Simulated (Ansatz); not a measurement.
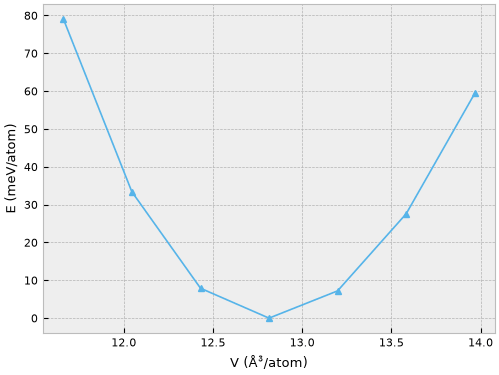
*HfC in space group P-6m2 (No. 187; Hf on 1a, C on 1d) under volume change, DFT-PBEsol in the program Ansatz with PAW potentials, shape and atoms relaxed at each volume.*

**Question.** What does a third-order Birch–Murnaghan fit give for V₀, B₀ and B′?

**Answer.** V₀ = 12.81 Å³/atom, B₀ = 210 GPa, B′ = 3.8.

The start of the workflow was typed in or built on a structure type; neither database checked (COD, Materials Project) lists it. It is not the phase usual at ambient conditions (space group No. 225). The PBEsol relaxation kept the symmetry of its start. At this level the phase is mechanically unstable. No spin polarisation was allowed. Spin–orbit coupling is left out wherever it is not named.

Potentials: the later of the program's two PAW sets.
